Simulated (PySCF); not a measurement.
Vertical excitations of a molecule C4H5Cl from TDDFT-PBE/def2-SVPD (PySCF), as energy in eV (oscillator strength): 6.10 (0.004), 6.19 (0.194), 6.24 (0.003), 6.40 (0.000), 6.69 (0.000), 6.90 (0.007), 7.43 (0.042), 7.49 (0.000), 7.56 (0.018), 7.62 (0.000). Lowest triplet (TDA): 4.04 eV. Geometry: PBE-D3(BJ)/def2-SVP. One conformer was computed; it need not be the lowest.

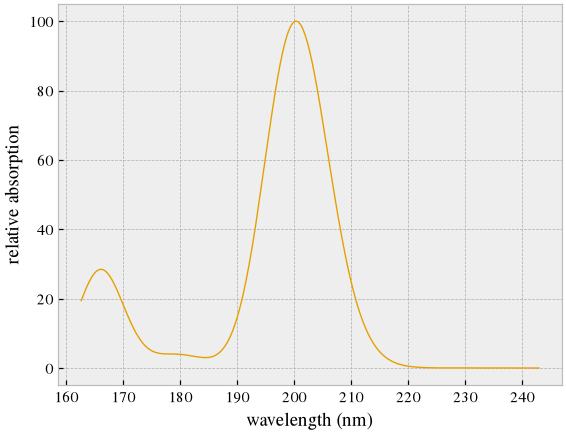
Fig. 1. The lines broadened by 0.4 eV.

Problem. Which structure fits?
(A) ClC1=CCC1
(B) C=C/C=C/Cl
(C) C#CCCCl
(D) C=C=CCCl

Solution. A, ClC1=CCC1
